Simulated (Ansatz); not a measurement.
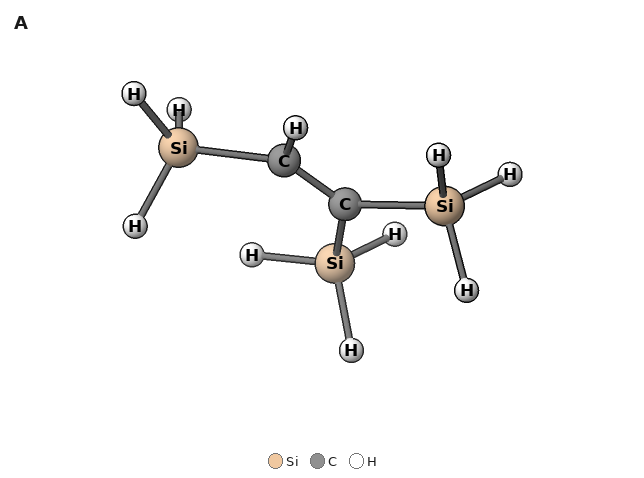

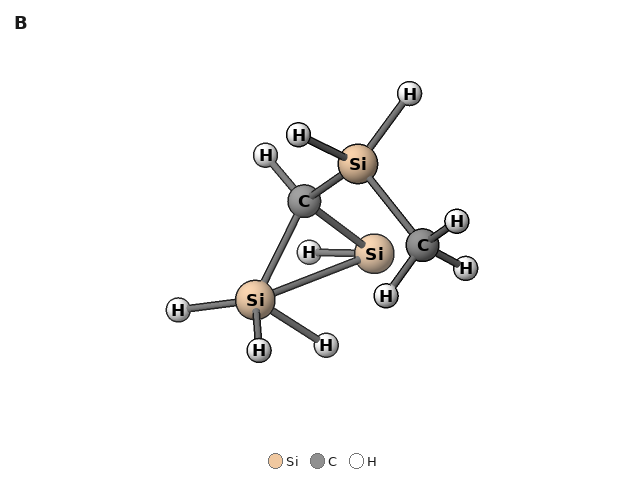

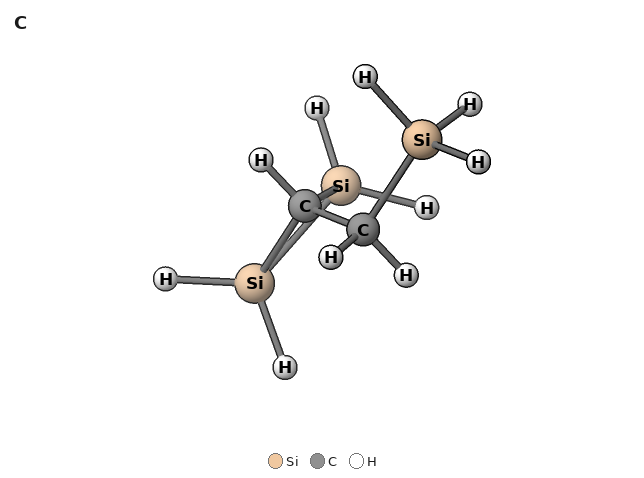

3 stationary structures of one formula. Geometries: PBE0-D4/def2-TZVP. Electronic energies: CCSD(T)/CBS (MP2 limit from def2-TZVPP and def2-QZVPP plus CCSD(T) − MP2) (Ansatz 0.2.0), without zero-point energy. No frequency run is at hand to confirm each as a minimum. Each is one conformer, not always the lowest.

> Which is lowest in energy, and by how much?

B is lowest; A lies 0.113 eV above it, C lies 0.443 eV above it.
